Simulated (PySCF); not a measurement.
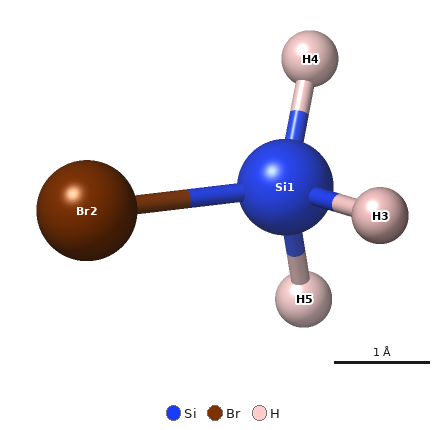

The input geometry (ball-and-stick view, seen at a tilt; atoms are numbered from 1 in the order of the input). Bond lengths as drawn: Br–Si 2.25 Å and H–Si 1.47 to 1.57 Å.

## Run report: SiH$_{3}$Br, geometry relaxation

SiH$_{3}$Br, SMILES [H][Si]([H])([H])Br, computed with B97-2/LANL2DZ, RKS, dispersion D3(BJ), core potentials lanl2dz (PySCF 2.14.0).

The atoms were displaced at random from an optimised geometry. Figures and captions count atoms from 1; the log counts them from 0 in places.

### Output
```
#|     Arguments passed to driver run_optimizer():      |#
customengine              <pyscf.geomopt.geometric_solver.PySCFEngine object>
maxiter                   100
----------------------------------------------------------
Custom engine selected.
Bonds will be generated from interatomic distances less than 1.20 times sum of covalent radii
15 internal coordinates being used (instead of 15 Cartesians)
Internal coordinate system (atoms numbered from 1):
Distance 1-2
Distance 1-3
Distance 1-4
Distance 1-5
Angle 2-1-3
Angle 2-1-4
Angle 2-1-5
Angle 3-1-4
Angle 3-1-5
Angle 4-1-5
Translation-X 1-5
Translation-Y 1-5
Translation-Z 1-5
Rotation-A 1-5
Rotation-B 1-5
Rotation-C 1-5
<class 'geometric.internal.Distance'> : 4
<class 'geometric.internal.Angle'> : 6
<class 'geometric.internal.TranslationX'> : 1
<class 'geometric.internal.TranslationY'> : 1
<class 'geometric.internal.TranslationZ'> : 1
<class 'geometric.internal.RotationA'> : 1
<class 'geometric.internal.RotationB'> : 1
<class 'geometric.internal.RotationC'> : 1
> ===== Optimization Info: ====
> Job type: Energy minimization
> Maximum number of optimization cycles: 100
> Initial / maximum trust radius (Angstrom): 0.100 / 0.300
> Convergence Criteria:
> Will converge when all 5 criteria are reached:
>  |Delta-E| < 1.00e-06
>  RMS-Grad  < 3.00e-04
>  Max-Grad  < 4.50e-04
>  RMS-Disp  < 1.20e-03
>  Max-Disp  < 1.80e-03
> === End Optimization Info ===

Geometry optimization cycle 1
Cartesian coordinates (Angstrom)
 Atom        New coordinates             dX        dY        dZ
  Si  -0.057764   0.071894  -0.112645    0.000000  0.000000  0.000000
  Br   0.011957  -0.057014   2.132263    0.000000  0.000000  0.000000
   H   1.381888   0.030438  -0.651545    0.000000  0.000000  0.000000
   H  -0.703735   1.297804  -0.592489    0.000000 -0.000000  0.000000
   H  -0.693009  -1.283817  -0.581835    0.000000  0.000000  0.000000

WARN: Mole.unit (angstrom) is changed to Bohr

converged SCF energy = -18.8893589082596
--------------- DFRKS_Scanner gradients ---------------
         x                y                z
0 Si    -0.0155786254     0.0321672732     0.0321535250
1 Br     0.0000471053    -0.0021683968    -0.0187553355
2 H     0.0154005361    -0.0026487605    -0.0074780629
3 H     0.0055206420    -0.0018989497    -0.0005213016
4 H    -0.0053896912    -0.0254502651    -0.0053979896
----------------------------------------------
cycle 1: E = -18.8893589083  dE = -18.8894  norm(grad) = 0.0608943
Step    0 : Gradient = 2.723e-02/4.808e-02 (rms/max) Energy = -18.8893589083
Hessian Eigenvalues: 5.00000e-02 5.00000e-02 5.00000e-02 ... 1.60000e-01 1.66615e-01 1.84291e-01

Geometry optimization cycle 2
Cartesian coordinates (Angstrom)
 Atom        New coordinates             dX        dY        dZ
  Si  -0.028218   0.027027  -0.138739    0.029546 -0.044867 -0.026094
  Br   0.014022  -0.038681   2.168668    0.002065  0.018333  0.036405
   H   1.360710   0.023894  -0.645848   -0.021178 -0.006544  0.005697
   H  -0.720554   1.252693  -0.587440   -0.016819 -0.045111  0.005049
   H  -0.686621  -1.205675  -0.602936    0.006388  0.078142 -0.021101
converged SCF energy = -18.8952555351452
--------------- DFRKS_Scanner gradients ---------------
         x                y                z
0 Si    -0.0038302969     0.0009296987     0.0042369958
1 Br    -0.0000769718    -0.0008600926    -0.0017494121
2 H    -0.0011868342    -0.0010896943    -0.0017204336
3 H     0.0016448173     0.0003133628    -0.0012081497
4 H     0.0034520654     0.0007043632     0.0004384294
----------------------------------------------
cycle 2: E = -18.8952555351  dE = -0.00589663  norm(grad) = 0.00772774
Step    1 : Displace = 5.421e-02/8.119e-02 (rms/max) Trust = 1.000e-01 (=) Grad = 3.456e-03/5.787e-03 (rms/max) E (change) = -18.8952555351 (-5.897e-03) Quality = 1.090
Hessian Eigenvalues: 5.00000e-02 5.00000e-02 5.00000e-02 ... 1.63193e-01 1.80830e-01 1.85441e-01

Geometry optimization cycle 3
Cartesian coordinates (Angstrom)
 Atom        New coordinates             dX        dY        dZ
  Si  -0.017436   0.016381  -0.150433    0.010782 -0.010646 -0.011694
  Br   0.017095  -0.025687   2.166093    0.003074  0.012994 -0.002575
   H   1.378492   0.031827  -0.635349    0.017782  0.007933  0.010499
   H  -0.729487   1.240894  -0.573788   -0.008933 -0.011799  0.013652
   H  -0.709481  -1.204028  -0.612677   -0.022860  0.001647 -0.009741
converged SCF energy = -18.8955711929795
--------------- DFRKS_Scanner gradients ---------------
         x                y                z
0 Si    -0.0005609257    -0.0000868797     0.0009535581
1 Br    -0.0001551036    -0.0000906762    -0.0002869433
2 H    -0.0005250260    -0.0001431589    -0.0005364483
3 H     0.0004458641     0.0002703092    -0.0001818532
4 H     0.0007979340     0.0000489286     0.0000481152
----------------------------------------------
cycle 3: E = -18.895571193  dE = -0.000315658  norm(grad) = 0.00169598
Step    2 : Displace = 2.032e-02/2.526e-02 (rms/max) Trust = 1.414e-01 (+) Grad = 7.585e-04/1.110e-03 (rms/max) E (change) = -18.8955711930 (-3.157e-04) Quality = 1.220
Hessian Eigenvalues: 4.99998e-02 5.00000e-02 5.00000e-02 ... 1.63718e-01 1.73358e-01 1.84441e-01

Geometry optimization cycle 4
Cartesian coordinates (Angstrom)
 Atom        New coordinates             dX        dY        dZ
  Si  -0.015134   0.014563  -0.154159    0.002301 -0.001818 -0.003726
  Br   0.020108  -0.023397   2.164546    0.003013  0.002290 -0.001547
   H   1.384815   0.033431  -0.629273    0.006323  0.001604  0.006076
   H  -0.733984   1.236905  -0.572035   -0.004497 -0.003989  0.001753
   H  -0.716811  -1.202012  -0.614987   -0.007331  0.002017 -0.002311
converged SCF energy = -18.8955922348539
--------------- DFRKS_Scanner gradients ---------------
         x                y                z
0 Si    -0.0000774718    -0.0001755349     0.0000155826
1 Br    -0.0000649091     0.0000458234    -0.0000073878
2 H     0.0000288052     0.0000338127    -0.0001061083
3 H     0.0000490779     0.0000693915     0.0000681388
4 H     0.0000672346     0.0000253350     0.0000261255
----------------------------------------------
cycle 4: E = -18.8955922349  dE = -2.10419e-05  norm(grad) = 0.000272706
Step    3 : Displace = 6.648e-03/8.968e-03 (rms/max) Trust = 2.000e-01 (+) Grad = 1.220e-04/1.925e-04 (rms/max) E (change) = -18.8955922349 (-2.104e-05) Quality = 1.059
Hessian Eigenvalues: 4.99973e-02 5.00000e-02 5.00000e-02 ... 1.64201e-01 1.78300e-01 1.84453e-01

Geometry optimization cycle 5
Cartesian coordinates (Angstrom)
 Atom        New coordinates             dX        dY        dZ
  Si  -0.015202   0.014984  -0.154254   -0.000068  0.000422 -0.000095
  Br   0.021095  -0.023846   2.164537    0.000987 -0.000449 -0.000009
   H   1.385023   0.033386  -0.627859    0.000208 -0.000045  0.001414
   H  -0.734674   1.236613  -0.573005   -0.000690 -0.000292 -0.000970
   H  -0.717407  -1.201578  -0.615116   -0.000596  0.000434 -0.000129
converged SCF energy = -18.8955927678878
--------------- DFRKS_Scanner gradients ---------------
         x                y                z
0 Si     0.0000303060    -0.0000254903    -0.0000321925
1 Br    -0.0000173515     0.0000161098     0.0000116809
2 H    -0.0000143878     0.0000138449    -0.0000111278
3 H     0.0000115870     0.0000185434     0.0000283915
4 H    -0.0000073906    -0.0000242367    -0.0000003804
----------------------------------------------
cycle 5: E = -18.8955927679  dE = -5.33034e-07  norm(grad) = 7.58321e-05
```

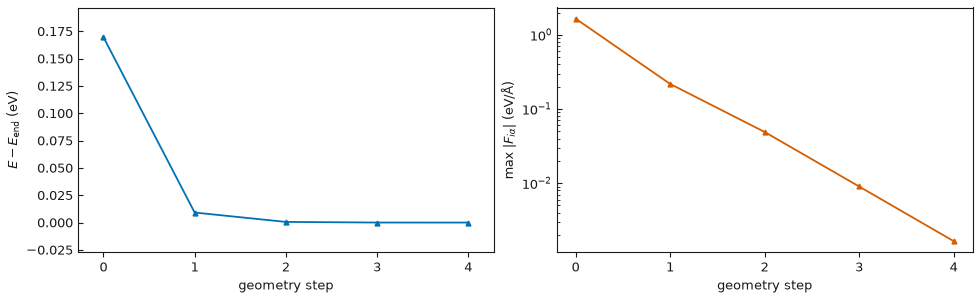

Progress of the relaxation, step by step (steps are counted from 0).

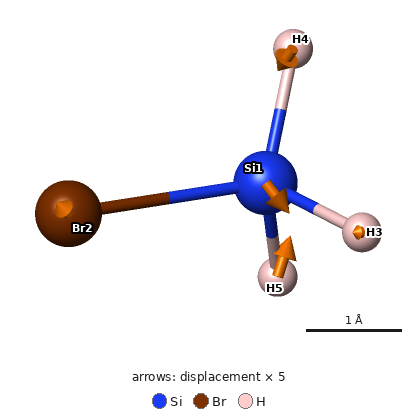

The starting structure with the displacements as orange arrows, magnified 5 times (ball-and-stick view, seen at a tilt). The two geometries are laid on each other by the best rigid fit. The energy falls by 0.170 eV in 4 geometry steps. Largest force component: 1.7 eV/Å at the start, 0.0017 eV/Å at the end. H5 moves most after the best rigid fit: 0.092 Å. By element the largest moves are H 0.092 Å, Si 0.083 Å, Br 0.047 Å. Distances before and after: Si1–H5 1.569 → 1.478 Å, Si1–Br2 2.250 → 2.319 Å, Si1–H3 1.538 → 1.478 Å, Si1–H4 1.466 → 1.478 Å. Among the angles that change: H3–Si1–H5 104.5° → 111.1°, H4–Si1–H5 116.5° → 111.1°, Br2–Si1–H4 112.8° → 107.7°. (Atoms are counted from 1 in the order of the input.)

```
Step    4 : Displace = 1.045e-03/1.397e-03 (rms/max) Trust = 2.828e-01 (+) Grad = 3.391e-05/5.103e-05 (rms/max) E (change) = -18.8955927679 (-5.330e-07) Quality = 1.245
Hessian Eigenvalues: 4.99973e-02 5.00000e-02 5.00000e-02 ... 1.64201e-01 1.78300e-01 1.84453e-01
Converged! =D

converged: True
Si         -0.01520225        0.01498447       -0.15425415
Br          0.02109538       -0.02384641        2.16453698
H           1.38502348        0.03338570       -0.62785905
H          -0.73467440        1.23661265       -0.57300450
H          -0.71740735       -1.20157810       -0.61511598
converged SCF energy = -18.8955927678898
total energy: -18.89559277 hartree
```

### Trajectory as extended XYZ (Å, eV, eV/Å), 5 frames, from step=0 to step=4
```
5
Properties=species:S:1:pos:R:3:forces:R:3 step=0 energy=-514.00564
Si   -0.0578    0.0719   -0.1126    0.8011  -1.6541  -1.6534
Br    0.0120   -0.0570    2.1323   -0.0024   0.1115   0.9644
H     1.3819    0.0304   -0.6515   -0.7919   0.1362   0.3845
H    -0.7037    1.2978   -0.5925   -0.2839   0.0976   0.0268
H    -0.6930   -1.2838   -0.5818    0.2771   1.3087   0.2776
5
Properties=species:S:1:pos:R:3:forces:R:3 step=1 energy=-514.16610
Si   -0.0282    0.0270   -0.1387    0.1970  -0.0478  -0.2179
Br    0.0140   -0.0387    2.1687    0.0040   0.0442   0.0900
H     1.3607    0.0239   -0.6458    0.0610   0.0560   0.0885
H    -0.7206    1.2527   -0.5874   -0.0846  -0.0161   0.0621
H    -0.6866   -1.2057   -0.6029   -0.1775  -0.0362  -0.0225
5
Properties=species:S:1:pos:R:3:forces:R:3 step=2 energy=-514.17469
Si   -0.0174    0.0164   -0.1504    0.0288   0.0045  -0.0490
Br    0.0171   -0.0257    2.1661    0.0080   0.0047   0.0148
H     1.3785    0.0318   -0.6353    0.0270   0.0074   0.0276
H    -0.7295    1.2409   -0.5738   -0.0229  -0.0139   0.0094
H    -0.7095   -1.2040   -0.6127   -0.0410  -0.0025  -0.0025
5
Properties=species:S:1:pos:R:3:forces:R:3 step=3 energy=-514.17526
Si   -0.0151    0.0146   -0.1542    0.0040   0.0090  -0.0008
Br    0.0201   -0.0234    2.1645    0.0033  -0.0024   0.0004
H     1.3848    0.0334   -0.6293   -0.0015  -0.0017   0.0055
H    -0.7340    1.2369   -0.5720   -0.0025  -0.0036  -0.0035
H    -0.7168   -1.2020   -0.6150   -0.0035  -0.0013  -0.0013
5
Properties=species:S:1:pos:R:3:forces:R:3 step=4 energy=-514.17527
Si   -0.0152    0.0150   -0.1543   -0.0016   0.0013   0.0017
Br    0.0211   -0.0238    2.1645    0.0009  -0.0008  -0.0006
H     1.3850    0.0334   -0.6279    0.0007  -0.0007   0.0006
H    -0.7347    1.2366   -0.5730   -0.0006  -0.0010  -0.0015
H    -0.7174   -1.2016   -0.6151    0.0004   0.0012   0.0000
```

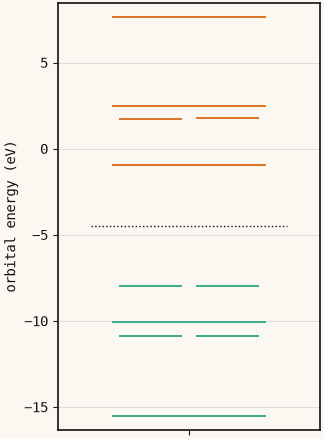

Orbital energies near the frontier; the dotted line parts filled from empty levels, and levels within 0.02 eV of each other stand side by side. Highest filled −7.99 eV, lowest empty −0.97 eV, 7.02 eV apart.

The run was set up as follows.

### Input file (calc.py)
```python
from pyscf import gto, dft
from pyscf.geomopt.geometric_solver import kernel as optimise

mol = gto.Mole()
mol.atom = '''
Si  -0.057764   0.071894  -0.112645
Br   0.011957  -0.057014   2.132263
H    1.381888   0.030438  -0.651545
H   -0.703735   1.297804  -0.592489
H   -0.693009  -1.283817  -0.581835
'''
mol.max_memory = 1860
mol.ecp = {'Si': 'lanl2dz', 'Br': 'lanl2dz'}
mol.verbose = 3
mol.basis = 'lanl2dz'
mol.spin = 0
mol.build()

myscf = dft.RKS(mol, xc='b97-2')
myscf = myscf.density_fit(auxbasis='def2-universal-jkfit')
myscf.disp = 'd3bj'
converged, mol_eq = optimise(myscf, maxsteps=100)
print('converged:', converged)
print(mol_eq.tostring())

myscf.reset(mol_eq)
mol = mol_eq
myscf.kernel()
e_final = myscf.e_tot
print(f'total energy: {e_final:.8f} hartree')
```

Launch command:
```bash
OMP_NUM_THREADS=1 python calc.py
```

### Summary

| quantity | value |
| --- | --- |
| outcome | converged |
| total energy | −18.895593 hartree |
| dispersion energy | −0.022382 hartree |
| basis functions | 22 |
| HOMO | −7.99 eV |
| LUMO | −0.97 eV |
| dipole moment | 2.51 D |
| hardware | 1 thread of Intel Xeon @ 2.50GHz (Skylake/Cascade Lake), 189 GiB of memory available, shared host |
| wall time | 14 s |
| peak memory | 0.32 GiB |
